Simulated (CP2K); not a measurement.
# GFN1-xTB run of GeSiH4O (SMILES [SiH3][O][GeH])

Aim: the vertical singlet–triplet gap of GeSiH4O at GFN1-xTB, from 2 runs. 

The calculation is run with CP2K 2026.2.

4 further runs of the same task are left out: 2 that didn't finish, 2 set aside as unsound or not needed. Runs told in other sessions of the task aren't counted.

**1. The molecule**

GeSiH4O: 7 atoms, total charge 0, spin state singlet. SMILES: `[SiH3][O][GeH]`. Geometry: relaxed at PBE0-D4/def2-TZVP. This is one conformer, not always the lowest.

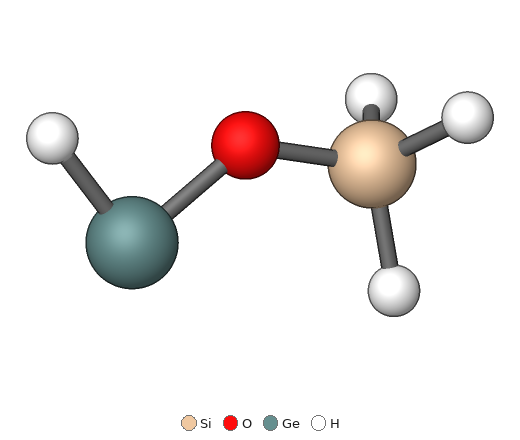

Viewed from a chosen angle; silicon light orange, oxygen red, germanium teal, hydrogen white.

**2. A single-point energy at GFN1-xTB**

calc.inp

```
&global
  project_name calc
  run_type ENERGY
  print_level MEDIUM
&end global

&force_eval
  method QUICKSTEP
  &dft
    charge 0
    multiplicity 1
    &qs
      method XTB
      eps_default 1.0E-10
      &xtb
        gfn_type 1
        check_atomic_charges F
      &end xtb
    &end qs
    # isolated system
    &poisson
      periodic NONE
      poisson_solver ANALYTIC
    &end poisson
    # self-consistent field
    &scf
      scf_guess ATOMIC
      eps_scf 1.0E-07
      max_scf 100
      added_mos 8
      &diagonalization
        algorithm STANDARD
      &end diagonalization
      &mixing
        method BROYDEN_MIXING
        alpha 0.3
        nbuffer 8
      &end mixing
      &smear ON
        method FERMI_DIRAC
        electronic_temperature [K] 300
      &end smear
    &end scf
    &print
      &moments
        periodic F
        reference COM
        max_moment 1
      &end moments
      &mo ON
        energies T
        occupation_numbers T
        ndigits 6
        &each
          qs_scf 0
        &end each
        add_last NUMERIC
      &end mo
      &hirshfeld OFF
      &end hirshfeld
    &end print
  &end dft
  &subsys
    # box in angstrom
    &cell
      abc [angstrom] 14.1 13.7 12.6
      periodic NONE
    &end cell
    &coord
      SCALED T
      Si   0.42334397   0.54221533   0.47987302
      O    0.51378369   0.48453650   0.53306349
      Ge   0.56540780   0.36651460   0.51405556
      H    0.37600355   0.48028102   0.39834127
      H    0.45744326   0.63348540   0.42900000
      H    0.35378369   0.56682847   0.56423016
      H    0.64621631   0.38411314   0.60165873
    &end coord
  &end subsys
&end force_eval
```

The run is started by

```
$ OMP_NUM_THREADS=1 cp2k.psmp -i calc.inp > calc.out 2>&1
```

Standard output:

```text
CP2K| version string:                                       CP2K version 2026.2
[...]
 GLOBAL| Method name                                                        CP2K
[...]
 GLOBAL| Run type                                                         ENERGY
[...]
                             - Atoms:                                          7
[...]
                             - Spherical basis functions:                     30
[...]
 Number of electrons:                                                         18
[...]
     1 NoMix/Diag. 0.30E+00    0.0     1.64738403       -10.2046885441 -1.02E+01
[...]
    55 Broy./Diag. 0.30E+00    0.0     0.00000008       -10.4424265079  5.24E-07
  *** SCF run converged in    55 steps ***
[...]
  Fermi energy:                                                -0.33016096640857
[...]
 TB_DIPOLE| Moment [Debye]          0.38537995      -2.56367560      -1.03751215
 TB_DIPOLE| Derivative [a.u.]       0.00000000       0.00000000       0.00000000
[...]
 ENERGY| Total FORCE_EVAL ( QS ) energy [hartree]            -10.442426507876155
[...]
```

Run time: 1.4 s. Hardware: 1 thread of AMD EPYC 7R43 (Zen 3), shared host; peak memory 0.19 GiB.

**3. The triplet at the same level**

run.inp

```
&FORCE_EVAL
  METHOD QUICKSTEP
  &DFT
    MULTIPLICITY 3
    UKS T
    &QS
      METHOD XTB
      EPS_DEFAULT 1.0E-10
      &XTB
        GFN_TYPE 1
        CHECK_ATOMIC_CHARGES F
      &END XTB
    &END QS
    &POISSON
      PERIODIC NONE
      POISSON_SOLVER ANALYTIC
    &END POISSON
    &SCF
      SCF_GUESS ATOMIC
      EPS_SCF 1.0E-07
      MAX_SCF 40
      &OT
        MINIMIZER CG
        PRECONDITIONER FULL_SINGLE_INVERSE
      &END OT
      &OUTER_SCF
        EPS_SCF 1.0E-07
        MAX_SCF 10
      &END OUTER_SCF
    &END SCF
    &PRINT
      &MOMENTS
        PERIODIC F
        REFERENCE COM
        MAX_MOMENT 1
      &END MOMENTS
      &MO_CUBES
        NLUMO 3
        NHOMO -1
        WRITE_CUBE F
      &END MO_CUBES
      &HIRSHFELD OFF
      &END HIRSHFELD
    &END PRINT
  &END DFT
  &SUBSYS
    &CELL
      ABC 14.1 13.7 12.6
      PERIODIC NONE
    &END CELL
    &COORD
      SCALED T
      Si   0.42334397   0.54221533   0.47987302
      O    0.51378369   0.48453650   0.53306349
      Ge   0.56540780   0.36651460   0.51405556
      H    0.37600355   0.48028102   0.39834127
      H    0.45744326   0.63348540   0.42900000
      H    0.35378369   0.56682847   0.56423016
      H    0.64621631   0.38411314   0.60165873
    &END COORD
  &END SUBSYS
&END FORCE_EVAL

&GLOBAL
  PROJECT_NAME run
  RUN_TYPE ENERGY
  PRINT_LEVEL MEDIUM
&END GLOBAL
```

The run is started by

```
$ OMP_NUM_THREADS=1 cp2k.psmp run.inp > run.out
```

Standard output:

```text
CP2K| version string:                                       CP2K version 2026.2
[...]
 GLOBAL| Method name                                                        CP2K
[...]
 GLOBAL| Run type                                                         ENERGY
[...]
                             - Atoms:                                          7
[...]
                             - Spherical basis functions:                     30
[...]
 Number of electrons:                                                         10
[...]
     1 OT CG       0.80E-01    0.0     0.10356148       -10.0528156877 -1.01E+01
[...]
    29 OT CG       0.15E+00    0.0     0.00000008       -10.3351894993 -5.42E-13
  *** SCF run converged in    29 steps ***
[...]
 TB_DIPOLE| Moment [Debye]          0.59427058      -1.69886778      -0.39795952
 TB_DIPOLE| Derivative [a.u.]       0.00000000       0.00000000       0.00000000
[...]
 ENERGY| Total FORCE_EVAL ( QS ) energy [hartree]            -10.335189499334534
[...]
```

Run time: 2.3 s. Hardware: 1 thread of AMD EPYC 7R43 (Zen 3), shared host; peak memory 0.19 GiB.

**4. Results**

At GFN1-xTB:

| quantity | value |
| --- | --- |
| singlet: total energy | -10.44243 Eh |
| singlet: dipole moment (from atomic charges alone) | 2.79 D |
| singlet: HOMO energy | -10.72 eV |
| singlet: LUMO energy | -8.09 eV |
| singlet: HOMO–LUMO gap | 2.63 eV |
| singlet: dispersion energy | -5.06 kJ/mol |
| triplet: total energy | -10.33519 Eh |
| triplet: dipole moment (from atomic charges alone) | 1.84 D |
| triplet: HOMO energy (highest over α and β) | -7.95 eV |
| triplet: dispersion energy | -5.06 kJ/mol |
| vertical energy of the triplet above the singlet | 2.918 eV |

What this shows: The method runs without spin polarisation, so open shells lack the exchange term that lowers high spin: such gaps come out too high and can have the wrong sign. At this shape the triplet lies 2.92 eV (282 kJ/mol) above the singlet. The dipole (singlet) comes from point charges on the atoms alone, without atomic dipoles, so it is partial. The dipole (triplet) comes from point charges on the atoms alone, without atomic dipoles, so it is partial.
